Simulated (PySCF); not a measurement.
Molecule: C₃H₇NO (dimethylformamide), SMILES CN(C)C=O.

```xyz
12

C      1.3346     0.0492     0.3208
N     -0.0523     0.1276    -0.0401
C     -0.8387    -1.0767     0.0113
C     -0.6308     1.2986    -0.4209
O     -1.7894     1.4426    -0.7358
H      1.7930     1.0460     0.2481
H      1.4616    -0.3122     1.3566
H      1.8890    -0.6348    -0.3456
H     -1.8656    -0.8213    -0.2802
H     -0.4443    -1.8399    -0.6815
H     -0.8443    -1.5034     1.0290
H      0.1027     2.1417    -0.4107
```

GIAO shifts, PBE0/cc-pVTZ with PySCF, at a PBE0-D3(BJ)/def2-SVP geometry (no frequency check), against TMS for ¹H and TMS for ¹³C computed at the same level. Gas phase, fully decoupled, line heights follow the number of nuclei, widths are arbitrary (no quadrupolar broadening); values of one conformer, averaged over methyl-type rotors and exact or near symmetry; other conformers aren't averaged in.

**Predict the ¹H spectrum.**

3 signals.


```tsv
δ (ppm)	nuclei	atoms
7.93	1	H12
2.79	3	H9, H10, H11
2.74	3	H6, H7, H8
```

The order of signals that lie close, as those under 0.08 ppm apart, is within the error of the method.

**Predict the ¹³C spectrum.**

3 signals.


| δ (ppm) | nuclei | atoms |
| --- | --- | --- |
| 161.1 | 1 | C4 |
| 35.5 | 1 | C1 |
| 29.0 | 1 | C3 |

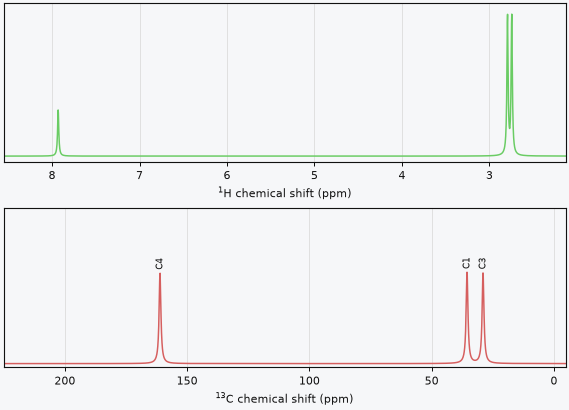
